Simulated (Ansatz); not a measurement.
# SiH2 (SMILES [H][Si][H]) at 6 levels

We compute a comparison of 6 runs (BHLYP/3-21G, PBE/3-21G, SVWN5/3-21G, UB3LYP/3-21G, UPBE0/3-21G, UCCSD(T)/cc-pVDZ) of SiH2. 

The results are computed with Ansatz 0.2.0.

61 further runs of the same task are left out: 61 set aside as unsound or not needed.

## Step 1: The molecule

SiH2: 3 atoms, total charge 0, spin state singlet. SMILES: `[H][Si][H]`. The H3–Si1 distance was set to 2.228 Å, away from the relaxed value. At this shape a bond of the SMILES string is far longer than usual.

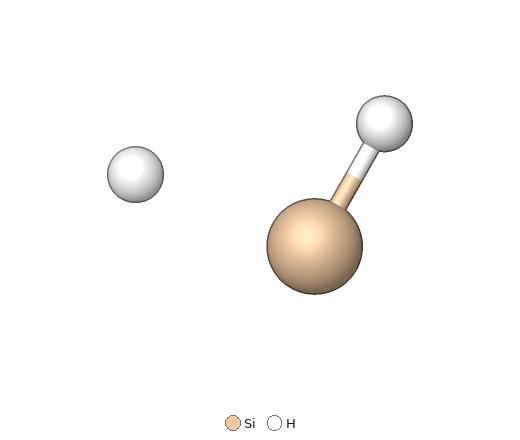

Viewed from a chosen angle; silicon light orange, hydrogen white.

## Step 2: A single-point energy at BHLYP/3-21G (run 1)

The input, molecule.yaml:

```yaml
crystal:
  periodic: [false, false, false]
  atoms:
    - {symbol: Si, position_ang: [0.565533, -0.026324, -1.142676]}
    - {symbol: H, position_ang: [1.670543, -0.038174, -0.149566]}
    - {symbol: H, position_ang: [-1.115450, 0.028170, 0.318290]}
basis:
  gaussian: {orbitals: 3-21G.json}
hamiltonian: {xc: {name: BHLYP}}
accuracy: high
```

The basis set 3-21G is read from a file made from the Basis Set Exchange's data (not shown).

Started as:

```bash
$ ansatz run molecule.yaml --threads 1 --pin off --max-ram 2610MiB --events-out events.jsonl --progress --plain --runs-dir runs
```

Output:

```text
Warning: RAYON_NUM_THREADS=1 ignored (pool sized by the plan → 1); use --threads N
Functional definition: BHLYP
  name "BHLYP"
  parameter a = 0.5
  exchange = (1 - a)*b88_x + a*exact_x
  correlation = lyp_c
325 factors; integrals over basis functions are off by at most 2.9e-9 eV
mean field evaluation 1: about -7864.0825 eV, gradient 6.4e0 eV
mean field evaluation 2: about -7864.2267 eV, gradient 4.6e0 eV
mean field evaluation 4: about -7864.3574 eV, gradient 2.9e-1 eV
mean field evaluation 8: about -7864.3545 eV, gradient 1.5e-3 eV
mean field evaluation 16: about -7864.3545 eV, gradient 2.1e-8 eV
mean field -7864.35451323 eV, -289.0096977104 hartree, gradient 2.1e-8 eV, S^2 0.000000; 0 other end points of the search recorded, 0 dependent functions left out
reference -7864.35453213 eV, -289.0096984047 hartree; 8, 8 occupied and 9, 9 virtual orbitals, 325 factors
Total energy: -7864.35453213 eV, -289.0096984047 hartree
```

Wall time 0.56 s (1 thread of Arm Neoverse V1, shared host).

## Step 3: The energy at PBE/3-21G (run 2)

The input, job.yaml:

```yaml
crystal:
  periodic: [false, false, false]
  atoms:
    - {symbol: Si, position_ang: [0.565533, -0.026324, -1.142676]}
    - {symbol: H, position_ang: [1.670543, -0.038174, -0.149566]}
    - {symbol: H, position_ang: [-1.115450, 0.028170, 0.318290]}
basis:
  gaussian: {orbitals: 3-21G.json}
hamiltonian: {xc: {name: PBE}}
accuracy: high
```

The basis set 3-21G is read from a file made from the Basis Set Exchange's data (not shown).

Started as:

```bash
$ ansatz run job.yaml --threads 1 --pin off --max-ram 2610MiB --events-out events.jsonl --progress --plain --runs-dir runs
```

Output:

```text
Warning: RAYON_NUM_THREADS=1 ignored (pool sized by the plan → 1); use --threads N
Functional definition: PBE
  name "PBE"
  parameter kappa = 0.804
  parameter beta = 0.06672455060314922
  exchange = pbe_x(kappa = kappa, mu = beta*pi^2/3)
  correlation = pbe_c(beta = beta)
325 factors; integrals over basis functions are off by at most 2.9e-9 eV
mean field evaluation 1: about -7859.8077 eV, gradient 8.5e0 eV
mean field evaluation 2: about -7858.7871 eV, gradient 1.4e1 eV
mean field evaluation 4: about -7860.1798 eV, gradient 5.4e-1 eV
mean field evaluation 8: about -7860.1762 eV, gradient 1.9e-3 eV
mean field evaluation 16: about -7860.1762 eV, gradient 1.7e-7 eV
mean field evaluation 32: about -7860.1762 eV, gradient 1.2e-8 eV
mean field -7860.17619226 eV, -288.8561472469 hartree, gradient 1.2e-8 eV, S^2 0.000000; 3 other end points of the search recorded, 0 dependent functions left out
reference -7860.17619441 eV, -288.8561473257 hartree; 8, 8 occupied and 9, 9 virtual orbitals, 325 factors
Total energy: -7860.17619441 eV, -288.8561473257 hartree
```

Wall time 0.89 s (1 thread of Arm Neoverse V1, shared host).

## Step 4: The energy at SVWN5/3-21G (run 3)

The input, in.yaml:

```yaml
crystal:
  periodic: [false, false, false]
  atoms:
    - {symbol: Si, position_ang: [0.565533, -0.026324, -1.142676]}
    - {symbol: H, position_ang: [1.670543, -0.038174, -0.149566]}
    - {symbol: H, position_ang: [-1.115450, 0.028170, 0.318290]}
basis:
  gaussian: {orbitals: 3-21G.json}
hamiltonian: {xc: {name: SVWN5}}
accuracy: high
```

The basis set 3-21G is read from a file made from the Basis Set Exchange's data (not shown).

Started as:

```bash
$ ansatz run in.yaml --threads 1 --pin off --max-ram 2610MiB --events-out events.jsonl --progress --plain --runs-dir runs
```

Output:

```text
Warning: RAYON_NUM_THREADS=1 ignored (pool sized by the plan → 1); use --threads N
Functional definition: SVWN5
  name "SVWN5"
  exchange = slater_x
  correlation = vwn5_c
325 factors; integrals over basis functions are off by at most 2.9e-9 eV
mean field evaluation 1: about -7832.0385 eV, gradient 6.9e0 eV
mean field evaluation 2: about -7831.6848 eV, gradient 9.3e0 eV
mean field evaluation 4: about -7832.2692 eV, gradient 4.1e-1 eV
mean field evaluation 8: about -7832.2642 eV, gradient 1.7e-3 eV
mean field evaluation 16: about -7832.2642 eV, gradient 9.2e-8 eV
mean field -7832.26422664 eV, -287.8304014298 hartree, gradient 9.1e-8 eV, S^2 0.000000; 3 other end points of the search recorded, 0 dependent functions left out
reference -7832.26422872 eV, -287.8304015062 hartree; 8, 8 occupied and 9, 9 virtual orbitals, 325 factors
Total energy: -7832.26422872 eV, -287.8304015062 hartree
```

Wall time 0.55 s (1 thread of Arm Neoverse V1, shared host).

Runs 4 to 5 aren't shown in full; the table further down has their settings and results.

## Step 5: The energy at UCCSD(T)/cc-pVDZ (run 6)

Changes to molecule.yaml since step 2:

```diff
@@ -7,4 +7,6 @@
 basis:
-  gaussian: {orbitals: 3-21G.json}
-hamiltonian: {xc: {name: BHLYP}}
+  gaussian: {orbitals: cc-pVDZ}
+magnetization: {spin_polarized: true, initial_magnetization: 0}
+correlation: {method: ccsd_t, frozen_orbitals: {H: 0, Si: 5}}
 accuracy: high
+scf: {omitted_lower_state_checks: [cluster_reference, increment]}
```

Started as:

```bash
$ ansatz run molecule.yaml --threads 1 --pin off --max-ram 2610MiB --events-out events.jsonl --progress --plain --runs-dir runs
```

Output:

```text
Warning: RAYON_NUM_THREADS=1 ignored (pool sized by the plan → 1); use --threads N
[... 14 lines left out ...]
5 core orbitals not correlated: weight in the atoms' cores, before any rotation towards them, 1.000 or more for the frozen orbitals, at most 0.000 for the correlated occupied ones
[... 40 lines left out ...]
Total energy: -7893.52447856 eV, -290.0816741638 hartree
Checks for a lower state left out: cluster_reference, increment
```

Wall time 0.73 s (1 thread of Arm Neoverse V1, shared host).

## Step 6: All runs side by side

```tsv
run	level	frozen core orbitals	energy (Eh)	wall time
1	BHLYP/3-21G	–	-289.009698	0.56 s
2	PBE/3-21G	–	-288.856147	0.89 s
3	SVWN5/3-21G	–	-287.830402	0.55 s
4	UB3LYP/3-21G	–	-289.036986	0.95 s
5	UPBE0/3-21G	–	-288.883561	1.1 s
6	UCCSD(T)/cc-pVDZ	5	-290.081674	0.73 s
```

## Step 7: Outcome

| quantity | value |
| --- | --- |
| run 6: total energy | -290.08167 Eh |
| run 6: correlation energy (5 core orbitals frozen) | -124.0 mEh |
| run 6: (T) correction | -3.69 mEh |
| run 6: ⟨S²⟩ of the reference determinant | 0.536 |
| run 6: T1 diagnostic | 0.127 |

In words: Totals of different functionals can't be ranked against each other. Spin contamination of the reference: run 6 ⟨S²⟩ = 0.54. All runs together took 4.7 s, the longest 1.1 s.
